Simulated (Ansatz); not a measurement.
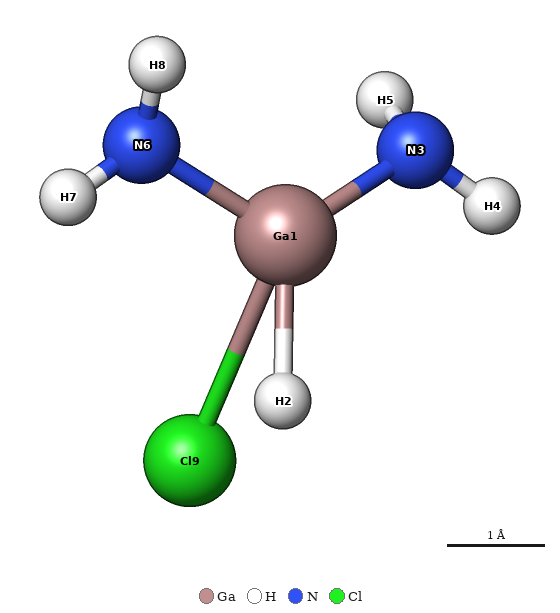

**Figure 1.** The input geometry (ball-and-stick view, seen at a tilt; atoms are numbered from 1 in the order of the input). Sticks mark near contacts.

## GaN2H5Cl: frequency calculation

The run: frequency calculation of GaN2H5Cl, multiplicity 2. Method and program: UKS PBE/def2-SVP (Ansatz 0.2.0).

It belongs to a series of runs on one base structure; here: vibrations at the highest image of the band. Figures and captions count atoms from 1; the log counts them from 0 in places.

Output:
```
Engine: ansatz 0.2.0, aarch64-unknown-linux-gnu
Functional definition: PBE
  parameter kappa = 0.804
  parameter beta = 0.06672455060314922
  exchange = pbe_x(kappa = kappa, mu = beta*pi^2/3)
  correlation = pbe_c(beta = beta)
1184 factors; their error is unknown
mean field evaluation 1: about -67915.1452 eV, gradient 6.6e1 eV
mean field evaluation 2: about -67807.6431 eV, gradient 1.4e2 eV
mean field evaluation 4: about -67929.9807 eV, gradient 1.9e1 eV
mean field evaluation 8: about -67932.3814 eV, gradient 2.9e-1 eV
mean field evaluation 16: about -67932.3223 eV, gradient 1.3e-3 eV
mean field -67932.32226153 eV, -2496.4667969295 hartree, gradient 4.6e-5 eV, S^2 0.751614; 1 other end points of the search recorded, 0 dependent functions left out
the calculation of the forces begins
reference -67932.32230160 eV, -2496.4667984018 hartree; 34, 33 occupied and 69, 70 virtual orbitals, 1184 factors
these checks for a lower state are left out or cut short: stability, starts, cluster_reference, orbital_swaps, neighbouring_geometries, increment
1184 factors; their error is unknown
mean field -67932.32216589 eV, -2496.4667934147 hartree, gradient 2.5e-6 eV, S^2 0.751619; 0 other end points of the search recorded, 0 dependent functions left out
[... from here on the field's lines of each further geometry are left out, up to the last ...]
the calculation of the forces begins
reference -67932.32229859 eV, -2496.4667982913 hartree; 34, 33 occupied and 69, 70 virtual orbitals, 1184 factors
these checks for a lower state are left out or cut short: stability, starts, cluster_reference, orbital_swaps, neighbouring_geometries, increment
1184 factors; their error is unknown
mean field -67932.32225681 eV, -2496.4667967560 hartree, gradient 2.3e-6 eV, S^2 0.751612; 0 other end points of the search recorded, 0 dependent functions left out
the calculation of the forces begins
reference -67932.32229687 eV, -2496.4667982282 hartree; 34, 33 occupied and 69, 70 virtual orbitals, 1184 factors
WARN: phonons: modes at or below zero, which the zero-point energy, F, S and C_V leave out: 1, the lowest at -364.94 cm⁻¹. A minimum has none, and a first-order saddle one
Total energy: -67932.32230160 eV, -2496.4667984018 hartree
Atom 0 at     0.037137     0.252540     0.047595 Å, force    -0.000530     0.000344     0.000432 eV/Å
Atom 1 at     0.028892     0.182412     1.779345 Å, force    -0.000008     0.000300    -0.000571 eV/Å
Atom 2 at     1.584810     0.408888    -0.954846 Å, force    -0.000488     0.000166     0.000610 eV/Å
Atom 3 at     2.445680     0.556901    -0.417454 Å, force     0.000552     0.000156    -0.000182 eV/Å
Atom 4 at     1.744743    -0.371407    -1.604365 Å, force     0.000265    -0.000401    -0.000580 eV/Å
Atom 5 at    -1.574079    -0.036492    -0.815058 Å, force    -0.000865    -0.000065    -0.000261 eV/Å
Atom 6 at    -2.392815    -0.207025    -0.222034 Å, force     0.000389    -0.000071     0.000099 eV/Å
Atom 7 at    -1.826327     0.629023    -1.554359 Å, force     0.000648     0.000042     0.000111 eV/Å
Atom 8 at    -0.048037    -1.414842     2.201175 Å, force     0.000036    -0.000469     0.000342 eV/Å
Dipole moment:    -0.038814     0.274851    -0.318154 e Å
Vibrations: -364.94 75.77 111.09 156.00 183.51 279.47 348.30 457.87 475.28 496.55 626.94 680.87 741.88 783.12 1253.23 1474.82 1481.17 3442.73 3456.71 3545.34 3560.75 cm⁻¹, zero-point energy 1.464960 eV
```

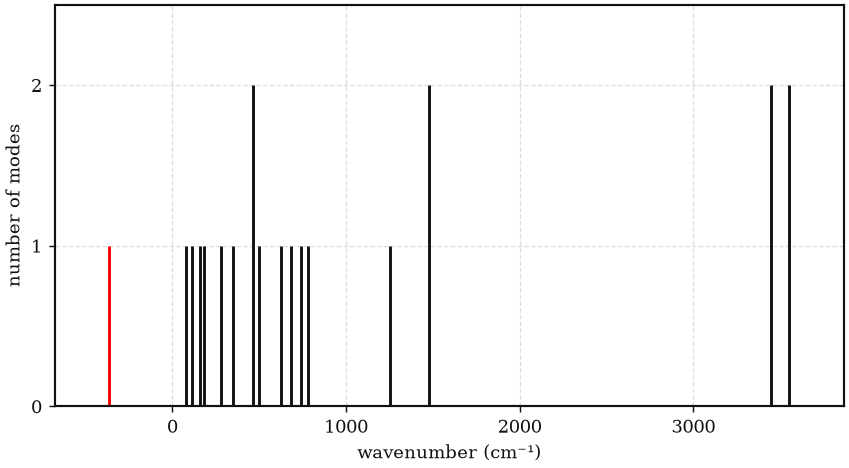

**Figure 2.** Harmonic vibrational wavenumbers from the force constants; neighbouring modes closer than 18 cm⁻¹ are counted in one stick, and imaginary ones are drawn at negative wavenumbers. 21 modes from 365i to 3561 cm⁻¹, 1 imaginary beyond 8i (365i cm⁻¹): a first-order saddle point, if the geometry is stationary.

This output came from the following input.

Input:
```yaml
crystal:
  periodic: [false, false, false]
  atoms:
    - { symbol: Ga, position_ang: [0.037137, 0.25254, 0.047595] }
    - { symbol: H, position_ang: [0.028892, 0.182412, 1.779345] }
    - { symbol: "N", position_ang: [1.58481, 0.408888, -0.954846] }
    - { symbol: H, position_ang: [2.44568, 0.556901, -0.417454] }
    - { symbol: H, position_ang: [1.744743, -0.371407, -1.604365] }
    - { symbol: "N", position_ang: [-1.574079, -0.036492, -0.815058] }
    - { symbol: H, position_ang: [-2.392815, -0.207025, -0.222034] }
    - { symbol: H, position_ang: [-1.826327, 0.629023, -1.554359] }
    - { symbol: Cl, position_ang: [-0.048037, -1.414842, 2.201175] }
magnetization:
  spin_polarized: true
  initial_magnetization: 1
basis:
  gaussian: { orbitals: def2-SVP }
hamiltonian:
  xc: pbe
phonons: {}
```

Launch command:
```bash
ansatz run input.yaml --threads 4 --pin off --max-ram 5120MiB --backend cpu --events-out ev --progress --plain --runs-dir out
```

Key numbers:

- outcome: converged
- total energy: −67932.3223 eV
- mean-field energy: −67932.3223 eV
- ⟨S²⟩: 0.752
- largest force (length of the vector): 0.001 eV/Å
- hardware: 4 threads of Arm Neoverse V2, 24 GiB of memory available, shared host
- wall time: 52 s (CPU time 3.2 min)
- peak memory: 0.18 GiB
